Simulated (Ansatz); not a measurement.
# Calculations on CH$_{6}$BF$_{2}$N

## 1. Relaxation

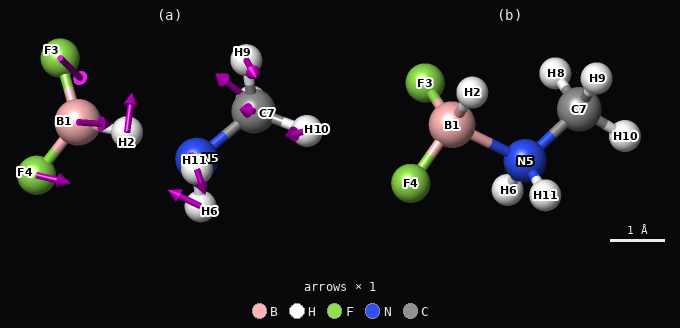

The structure of CH6BF2N before (left) and after (right) a relaxation, at one scale. The purple arrows give the displacements, at their true length.

A ball-and-stick model, seen at a tilt.

The run prepares an end point of a later path (reaction) calculation, from a guessed geometry.

All numbers below come from Ansatz 0.2.0, RHF/def2-SVP. Set-up: no spin polarisation; force threshold 0.03 eV/Å; at most 50 steps.

Describe what moved and what it gained.

Answer. Over 17 accepted moves (18 points after the start) the energy falls by 79.4 kJ/mol. The largest force component goes from 1.3 to 0.013 eV/Å. The line search rejected the trial step at point 16 of the run. The largest move after the best rigid fit is that of F3, 1.24 Å. By element the largest moves are F 1.24 Å, H 1.06 Å, B 0.77 Å, N 0.40 Å, C 0.39 Å. Near-neighbour distances that change, for instance: B1–N5 2.743 → 1.675 Å, B1–F3 1.306 → 1.371 Å, B1–H2 1.190 → 1.215 Å, N5–H11 1.028 → 1.008 Å. New bonds form, among them: B1–N5 (2.74 → 1.67 Å). Bond angles that change, for instance: H2–B1–F3 121.5° → 115.1°, F3–B1–F4 118.1° → 112.9°, H2–B1–F4 120.2° → 115.1°. The run took 25 s on 2 threads of Arm Neoverse V2 (shared host), peak memory 0.18 GiB.

Limits of the set-up: Hartree-Fock leaves out electron correlation.

## 2. Relaxation

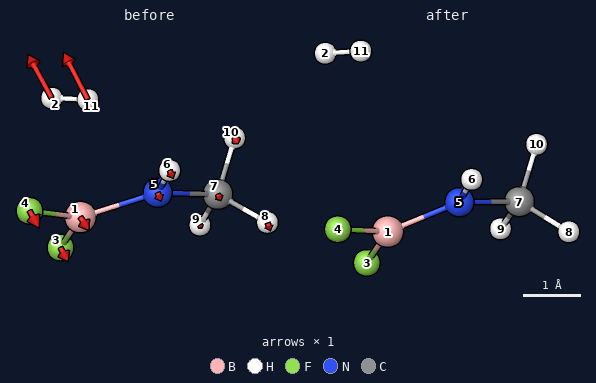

The structure of CH₆BF₂N before (left) and after (right) a relaxation, at one scale. The red arrows give the displacements, at their true length.

Style: ball-and-stick. Shown from a free direction.

The run prepares an end point of a later path (reaction) calculation, from a guessed geometry.

Computed with RHF/def2-SVP in Ansatz. Settings: no spin polarisation; force threshold 0.03 eV/Å; at most 50 steps.

**What changed between the two?**

Over 10 geometry steps the energy falls by 36.0 kJ/mol. Largest force component: 2.4 eV/Å at the start, 0.019 eV/Å at the end. The largest move after the best rigid fit is that of H11, 1.01 Å. By element the largest moves are H 1.01 Å, F 0.40 Å, B 0.33 Å, N 0.19 Å, C 0.15 Å. Some distances before and after: B1–N5 1.461 → 1.389 Å, H2–H11 0.710 → 0.747 Å, B1–F3 1.313 → 1.319 Å.

Limits of the set-up: the start holds two separate molecules, 2.2 Å apart at their closest, whose relative position is a soft coordinate and is computed without a dispersion correction; Hartree-Fock leaves out electron correlation.

## 3. Path

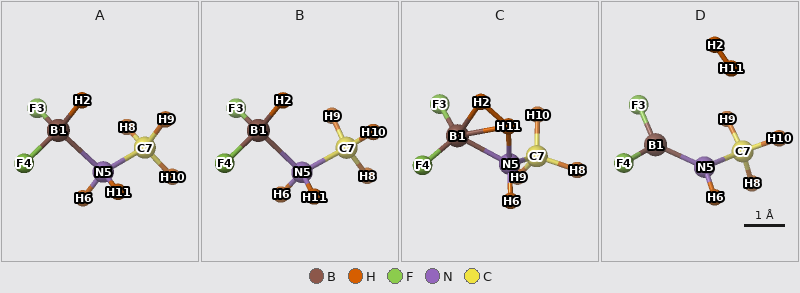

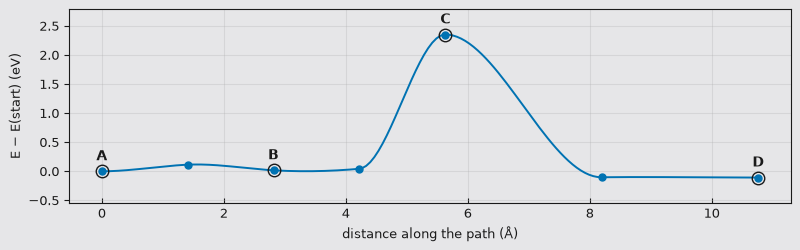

NEB run on CH₆BF₂N. Images are numbered from 0 (start) to 6 (end). Frames A to D are images 0, 2, 4, 6. Style: ball-and-stick. Shown from a free direction.

These are results of RHF/def2-SVP in Ansatz, not measurements. Run with 5 movable images; climbing image; force threshold 0.05 eV/Å; iteration limit 60; starting path through a guess of the saddle point.

Question: What happens along the path, and what is the barrier?

Answer: The path has more than one stage, and so few images may leave a stage unresolved. Breaking: B1–H2 (1.22 → 1.45 at the top → 3.69 Å), N5–H11 (1.01 → 1.34 at the top → 3.46 Å). Forming: H2–H11 (2.57 → 1.01 at the top → 0.75 Å). Forward barrier 2.35 eV, backward barrier 2.46 eV, with image 4 at the top; the reaction energy is −0.11 eV. The band converged in 29 iterations. The largest component of the band force went from 9.9 to 0.032 eV/Å. The climbing image converged on the top of the path. Its vibrational analysis gives one imaginary mode (1907i cm⁻¹), as a transition state must have.

Limits of the set-up: Hartree-Fock leaves out electron correlation.
